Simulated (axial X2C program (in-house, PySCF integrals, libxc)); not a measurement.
# TaI: properties at the nuclei

Wanted for TaI: properties at the nuclei, at the two-component level.

The runs use an in-house X2C program for linear molecules on PySCF integrals; two-component X2C with atomic mean-field terms, Ta dyall-cv3z, I dyall-cv3z.

All values are calculated.

## Step 1: Input

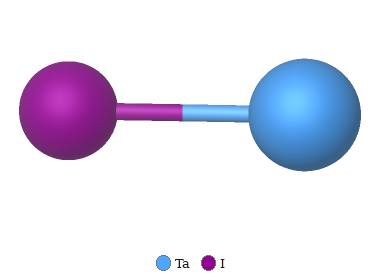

The two atoms at 2.790 Å (tantalum blue, iodine purple).

task.json

```json
{
 "zs": [
  73,
  53
 ],
 "q": 0,
 "bas": [
  "dyall-cv3z",
  "dyall-cv3z"
 ],
 "r0": 2.79,
 "levels": [
  "PBE0",
  "HF",
  "BHandHLYP",
  "B3LYP",
  "PBE50"
 ],
 "nst": 2
}
```

Keys: zs atomic numbers; q charge; bas basis sets; r0 starting distance in Å; levels methods (HF also brings MP2); nst determinants followed.

Started as:

```sh
$ python soeom.py task.json out
```

After this run come: Expectation values, lowest determinant; Expectation values, a higher determinant.

What does the calculation give? Wanted: lowest determinant; Eeff magnitude; Ws magnitude Ta; A∥/gI Ta; qzz Ta; higher determinant (for each run or level that gives them).

**Answer**, as computed:

| quantity | value |
| --- | --- |
| lowest determinant | Ω = 1 (excess of +ω over −ω: ω = -3/2, ω = 5/2) |
| Eeff magnitude (GV/cm), PBE0 | 29.3 |
| Ws magnitude Ta (kHz), PBE0 | 27.2 |
| A∥/gI Ta (MHz), PBE0 | 4100 |
| qzz Ta (a.u.), PBE0 | 1.68 |
| higher determinant | Ω = 3 (excess of +ω over −ω: ω = 1/2, ω = 5/2) |
| Eeff magnitude (GV/cm), PBE0, higher determinant | 26.8 |
| Ws magnitude Ta (kHz), PBE0, higher determinant | 8.4 |
| A∥/gI Ta (MHz), PBE0, higher determinant | 1710 |
| qzz Ta (a.u.), PBE0, higher determinant | 2.07 |

**Reading.** In the first state, the effective field runs from 28.1 to 35.3 GV/cm over the mean-field levels. The expectation values come from single determinants, which for open shells can mix terms of unlike spin or miss the lowest Ω, so a determinant need not be a state. Eeff is the effective electric field on the electron dipole moment in this Ω state and Ws the scalar–pseudoscalar constant (defined with the proton number Z and per Ω); A∥ is the parallel hyperfine constant, which follows by multiplying with the nuclear g factor gI = μI/(I μN); qzz is the electric field gradient, eQq0 = 234.96 MHz × Q/barn × qzz; μ is positive if I is the positive end. The operators were transformed with the bare-nucleus X2C matrices.
